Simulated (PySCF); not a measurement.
# C4H11N: the cost of one run

Programs: PySCF 2.14.0, with routines of our own; each step states its level. All values are computed. Atoms count from 0.

## Step 1: The starting structure

16 atoms, charge 1, multiplicity 2; geometry from: GFN2-xTB.

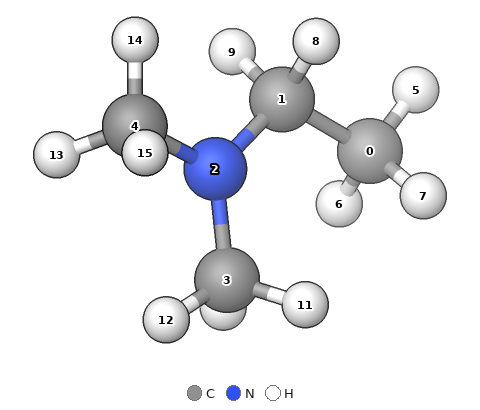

The starting geometry (carbon grey, nitrogen blue, hydrogen white).

## Step 2: Open-shell or spin-flip excitations: unrestricted TDA PBE0/def2-SVPD

What the job is given:

```
{"job": {"kind": "uabs", "xc": "PBE0", "basis": "def2-SVPD", "nstates": 10, "tda": true}, "charge": 1, "multiplicity": 2}
C      1.845767    -0.597297     0.025362
C      0.826198     0.501948    -0.178526
N     -0.499540     0.206831     0.232834
C     -0.852030    -1.065456     0.734695
C     -1.496340     1.210123     0.139984
H      2.816330    -0.244834    -0.312565
H      1.601709    -1.491898    -0.543781
H      1.936267    -0.871135     1.074554
H      1.157636     1.415546     0.341585
H      0.804395     0.786698    -1.244628
H     -0.584089    -1.855668     0.023609
H     -0.296112    -1.294393     1.652906
H     -1.918210    -1.115898     0.944674
H     -2.318437     0.882092    -0.507457
H     -1.087982     2.140390    -0.250155
H     -1.943160     1.401894     1.122984
```

Level: unrestricted TDA PBE0/def2-SVPD, vertical, gas phase, core orbitals frozen in the response.

Command:

```bash
> OMP_NUM_THREADS=1 python excited_run.py task.json out
```

This one command runs all jobs of the session in turn.

Q: Estimate the wall time and peak memory of this first job on 1 thread of Arm Neoverse V1, shared host.

About 54 s, with a peak of 0.62 GiB.
